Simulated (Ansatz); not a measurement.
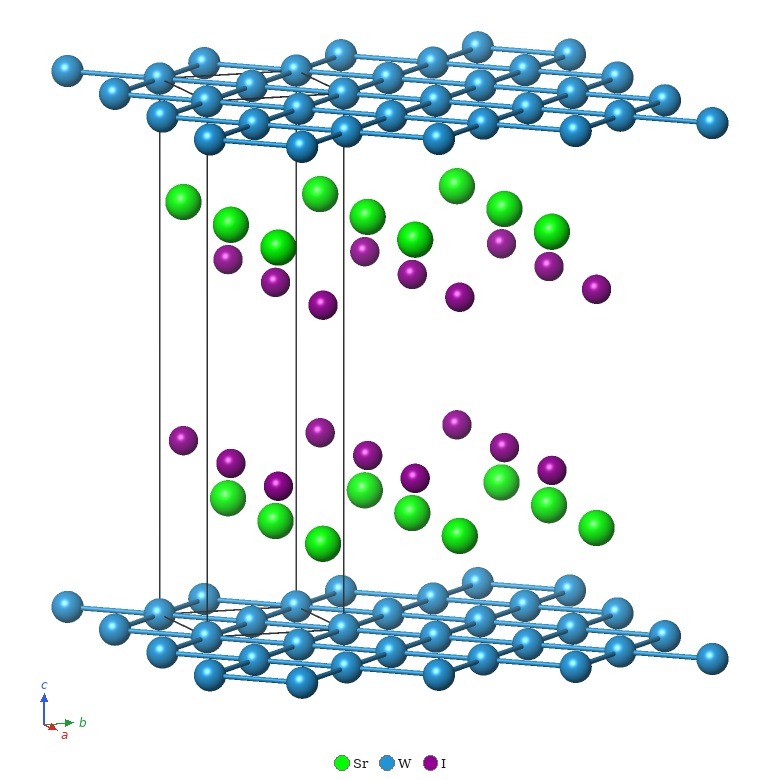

System SrWI (space group P4/nmm, No. 129); source of the atomic positions: the geometry relaxed with Ansatz, DFT, PAW plane waves, pbe; the starting structure was generated, so it need not be a known form of this composition.

Bonds are taken as W–W below 3 Å; Sr is left out of the net, as the electropositive filling of the structure; no other contact counts. Atoms with one bond or none are removed and atoms with two bonds are replaced by edges, until no such atom is left.

### What kind of net remains, and which atoms are its nodes?

A uninodal 4-connected, two-periodic (layers) net: W is a 4-connected node. I drops out.

### Name the underlying net.

It is the sql net, known from the square lattice.

### How do the layers lie?

The layers lie parallel to (001).

### How many nodes does the smallest cycle have?

Four.

### Give the first four terms of the coordination sequence (nodes one, two, three … edges away).

W: 4, 8, 12, 16.

The simplified net, drawn on the atoms' positions. Nodes are coloured by element. One layer is drawn. Short stubs are edges that leave the cut-out.

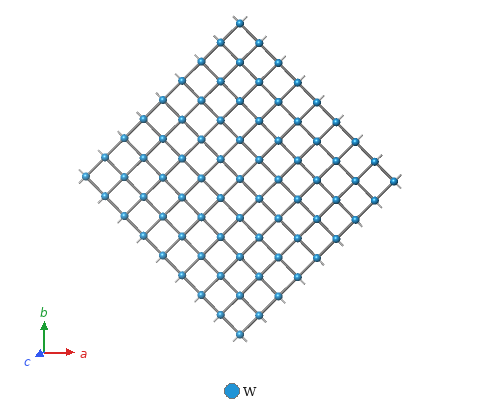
